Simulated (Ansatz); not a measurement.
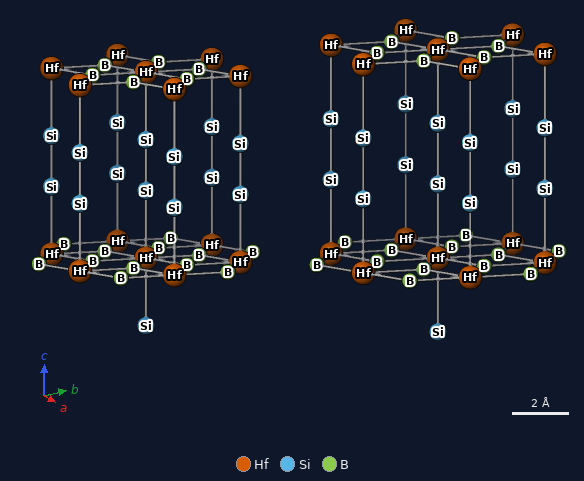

Two geometries of a crystal of HfSi2B2 (a generated structure, set up in P6/mmm) (coarse preliminary run), drawn at one scale. One is the start of a relaxation, the other its converged end. A ball-and-stick model of the atoms within 5.8 Å of the atom that moves most (axes of the cell of the calculation), seen slightly off an axis.

Computed with DFT PBE, scalar-relativistic, plane waves, PAW in Ansatz. (plane-wave cutoff 420 eV; k-point mesh 6 × 6 × 4; occupations gaussian; smearing width 0.1 eV; no spin polarisation; cell and atoms relaxed; force threshold 0.04 eV/Å; at most 70 steps)

Which one is relaxed?

The right one is the relaxed one. Over 5 accepted moves (7 points after the start) the energy falls by 4.239 eV per cell of the calculation. Largest force component: 8.1 eV/Å at the start, 0.018 eV/Å at the end. The pressure goes from 54.82 to −0.15 GPa. At 2 points the geometry stayed and the basis and grid were re-selected for the new cell (energy shift of 59.4 meV per cell of the calculation at most each time). The largest moves relative to the cell, 0.070 Å, are those of Si atoms. B and Hf stay in place. The drawn cell changes as follows: a = b 3.472 → 3.932 Å (+13.2 %), c 6.779 → 7.603 Å (+12.2 %); the volume changes by +43.8 %. Among the contacts that change: Hf–Hf 3.472 → 3.932 Å, Si–Si 1.850 → 2.215 Å, B–Hf 2.005 → 2.270 Å, Hf–Si 2.464 → 2.694 Å. The space group stays P6/mmm (No. 191).
